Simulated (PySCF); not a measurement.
```yaml
atoms:
  - { symbol: C, position_ang: [-2.4833, -1.0376, -0.3363] }
  - { symbol: C, position_ang: [-1.6090, 0.2053, -0.3484] }
  - { symbol: O, position_ang: [-0.3803, -0.1107, 0.2683] }
  - { symbol: C, position_ang: [0.6373, 0.8827, 0.2003] }
  - { symbol: C, position_ang: [0.5067, 1.9148, 1.3149] }
  - { symbol: C, position_ang: [1.9328, 0.0769, 0.2666] }
  - { symbol: Si, position_ang: [1.5056, -1.5958, -0.5114] }
  - { symbol: F, position_ang: [2.8916, -2.3041, -0.9308] }
  - { symbol: F, position_ang: [0.8569, -1.3876, -1.9630] }
  - { symbol: H, position_ang: [-2.6381, -1.3712, 0.6860] }
  - { symbol: H, position_ang: [-1.9950, -1.8319, -0.8936] }
  - { symbol: H, position_ang: [-3.4454, -0.8181, -0.7904] }
  - { symbol: H, position_ang: [-1.4296, 0.5326, -1.3832] }
  - { symbol: H, position_ang: [-2.1030, 1.0248, 0.1930] }
  - { symbol: H, position_ang: [0.5708, 1.3849, -0.7770] }
  - { symbol: H, position_ang: [-0.4197, 2.4767, 1.2192] }
  - { symbol: H, position_ang: [1.3404, 2.6101, 1.2691] }
  - { symbol: H, position_ang: [0.5139, 1.4146, 2.2806] }
  - { symbol: H, position_ang: [2.2337, -0.0526, 1.3052] }
  - { symbol: H, position_ang: [2.7451, 0.5927, -0.2432] }
  - { symbol: H, position_ang: [0.7596, -2.5895, 0.2152] }
```

Geometry: GFN2-xTB.

These are results of PBE0/pcSseg-1, SCF density, gas phase, non-relativistic in PySCF, not measurements.

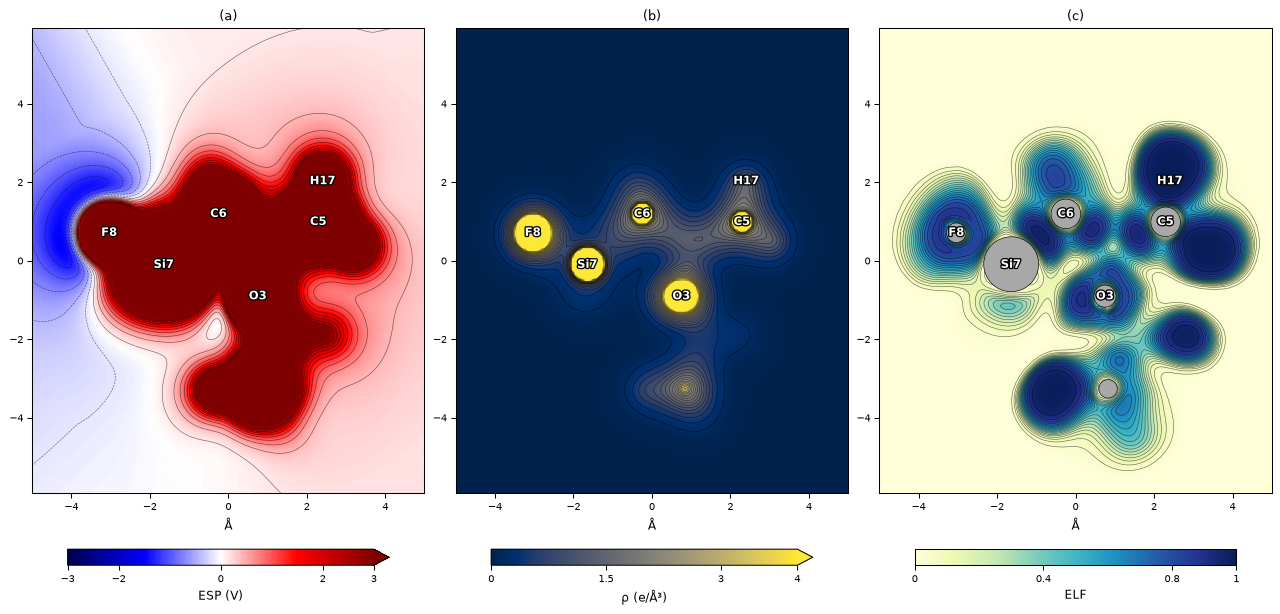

C₅H₁₂F₂OSi. (a) electrostatic potential; (b) electron density; (c) ELF on the plane of atoms C6, Si7 and F8. Grey discs cover the atomic cores in the ELF map.

Question: Read the bonding off the picture.

Answer: Atoms in the plane: O, C, Si, F and H. Si–F (1.61 Å): the density is about 1.1 e/Å³ at the midpoint; the ELF peaks at about 0.85 in the valence shell of F, 0.5 Å from its nucleus, and is about 0.50 at the midpoint. C–Si (1.89 Å): the density is about 0.96 e/Å³ at the midpoint; the ELF peaks at about 0.95 between the atoms (localised, covalent bonding). C–H (1.09 Å): ρ at the midpoint is about 2 e/Å³; the ELF climbs to about 1 towards the hydrogen, as it does in any bond to H: a covalent bond by its length. The ELF also peaks beside F8, away from the bonds: lone-pair regions. Outside the dense part of the molecule the potential is most negative (−1.5 V) near F8.
